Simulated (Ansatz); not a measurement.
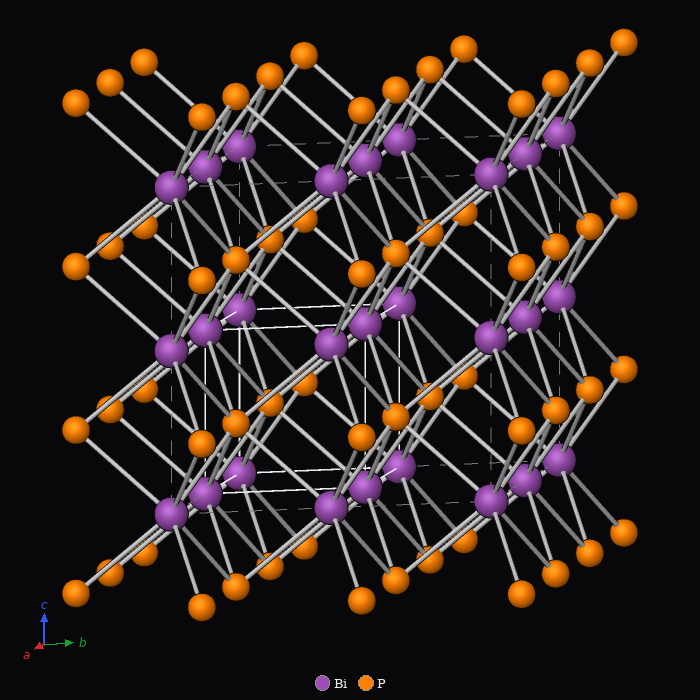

System BiP (space group P-6m2, No. 187); source of the atomic positions: the geometry relaxed at fixed volume with DFT PBEsol, scalar-relativistic, plane waves, PAW in Ansatz 0.2.0; the starting structure was generated, so it need not be a known form of this composition.

Bonds are taken as Bi–P below 3.2 Å. The graph is simplified in the usual way: terminal and isolated atoms are pruned, two-connected atoms become edges.

> What kind of net remains, and which atoms are its nodes?

A uninodal 6-connected, three-periodic net: Bi and P are 6-connected nodes.

> Name the underlying net.

It is the acs net, known from WC.

> Is the net interpenetrated?

It is a single net, without interpenetration.

> Give the first ten terms of the coordination sequence (nodes one, two, three … edges away).

Bi and P: 6, 20, 42, 74, 114, 164, 222, 290, 366, 452.

The simplified net, drawn on the atoms' positions. Nodes are coloured by element. Edges to nodes outside the piece are drawn as stubs.

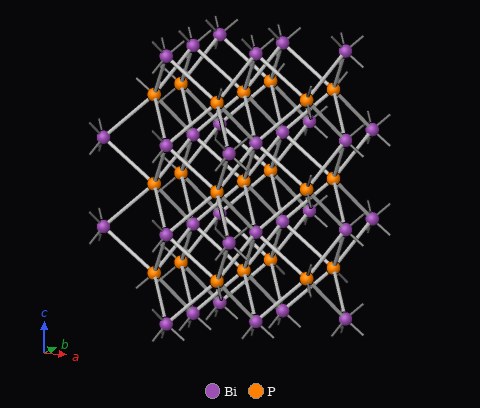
